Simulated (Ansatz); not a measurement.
System: SnSe2/SnSe2 (1T bilayer).

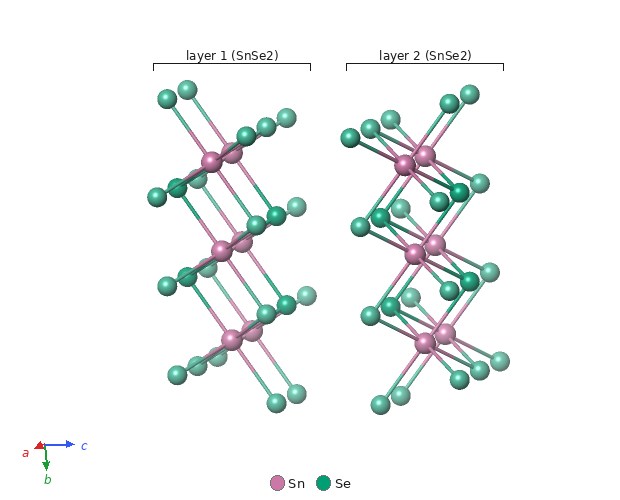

The structure (tin pink, selenium teal). 1×2×1 cells are drawn. Some periodic images of atoms are drawn too.

The cell holds 6 atoms: 2 Sn and 4 Se. Cell: a = 3.824 Å, b = 3.824 Å, c = 43.500 Å, α = 90.0°, β = 90.0°, γ = 120.0°. Regions: layer 1 (SnSe2), 3 atoms (1 Sn and 2 Se); layer 2 (SnSe2), 3 atoms (1 Sn and 2 Se). Vacuum lies along c.

```xyz
6
Lattice="3.8236 0.0000 0.0000 -1.9118 3.3113 0.0000 0.0000 0.0000 43.5000" Properties=species:S:1:pos:R:3
Sn    0.0000    0.0000   18.2840
Se    0.0000    2.2076   19.8839
Se    1.9118    1.1038   16.6842
Sn    0.0000    0.0000   25.2160
Se    1.9118    1.1038   26.8158
Se    0.0000    2.2076   23.6161
```

The structure was relaxed with PBE-D3(BJ). At the settings of the band run the largest force is still 0.09 eV/Å. The runs that relaxed it are not among those shown.

Gaps computed with Ansatz 0.2.0 without a self-energy: PBE 0.63 eV and HSE06 1.25 eV.

Q: What gap should G0W0 on PBE give (6×6×1 mesh, 812 empty bands, screening to 75 eV, PAW set soft_1 files)?

About 1.39 eV: on its mesh the run moves the gap from 0.64 eV by +0.76 eV, and the mesh misses the edges by 0.01 eV. Among the scalar-relativistic levels given, HSE06 is nearest (−0.14 eV). Bands and cutoff are finite, so the gap is not at the basis limit. The miss can reach some tenths of an eV and take either sign; the mesh is an error of its own. The mesh in the plane is coarse for a sheet; gap and any exciton binding can still move on denser ones. The many-body steps are scalar-relativistic: spin-orbit coupling is not in them.

[Paths, hosts, dates, memory and timing lines, banners, echoed tables and standing remarks are left out of the program output.]

[Logs are printed without paths, hosts, clocks, repeated set-up lines and the standing remarks that a program may print on its own settings, such as how far it seeks lower states.]

[Runs of the session that timed out or met a known fault of the program may be left out.]

[Cells called generated may have been cut or substituted from an entry of the Crystallography Open Database or the Materials Project.]

[Hosts, paths, dates, database ids (printed as entryN), source tags and the programs' standing remarks are cut or masked in the printed files.]
